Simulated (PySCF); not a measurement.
| atom | x (Å) | y (Å) | z (Å) |
| --- | --- | --- | --- |
| Si | -1.6188 | 0.0578 | -0.6701 |
| Cl | -3.5214 | 0.0179 | -1.4273 |
| N | -0.4347 | 0.0437 | -1.9529 |
| Si | 1.1961 | -0.0043 | -1.3538 |
| Cl | 2.5591 | -0.0407 | -2.8809 |
| N | 1.3795 | -1.3827 | -0.3081 |
| Si | 0.2421 | -1.4238 | 1.0129 |
| Cl | 0.4939 | -3.1054 | 2.1571 |
| N | -1.3676 | -1.3485 | 0.3507 |
| N | 0.5387 | 0.0229 | 1.9330 |
| Si | 0.3029 | 1.4721 | 0.9926 |
| Cl | 0.5475 | 3.1412 | 2.1540 |
| N | -1.3060 | 1.4647 | 0.3000 |
| N | 1.3917 | 1.4087 | -0.3565 |
| H | -0.6522 | -0.5548 | -2.7469 |
| H | 2.3433 | -1.5547 | -0.0211 |
| H | -1.7227 | -2.2307 | -0.0156 |
| H | 0.1642 | 0.0558 | 2.8791 |
| H | -2.0688 | 1.6921 | 0.9363 |
| H | 1.3956 | 2.2828 | -0.8831 |

Geometry: PBE0-D3(BJ)/def2-SVP.

These are results of PBE0/pcSseg-1, SCF density, gas phase, non-relativistic (PySCF), not measurements.

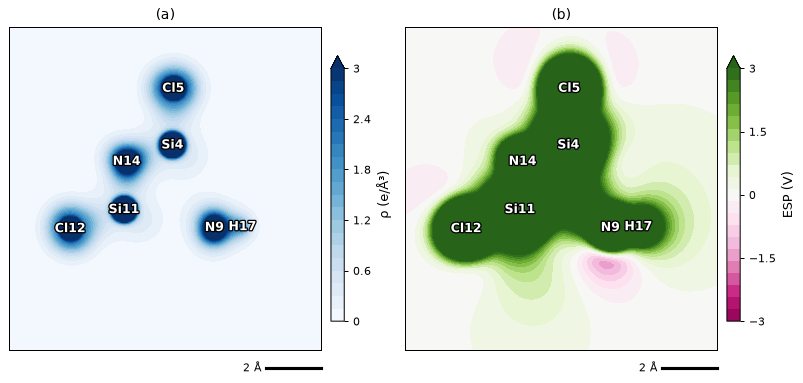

Cl$_{4}$H$_{6}$N$_{6}$Si$_{4}$ ((ClSi)4NH6 adamantane). (a) total electron density; (b) molecular electrostatic potential on the plane of atoms Cl5, Si4 and N14.

What does the map show?

Answer. The plane passes through Si, Cl, N and H nuclei. Si–N (1.73 Å): ρ is about 1.1 e/Å³ halfway. Si–Cl (2.05 Å): the density is about 0.93 e/Å³ at the midpoint. N–H (1.02 Å): ρ is about 2.7 e/Å³ halfway. Outside the dense part of the molecule the potential is most negative (−1.4 V) near N9.
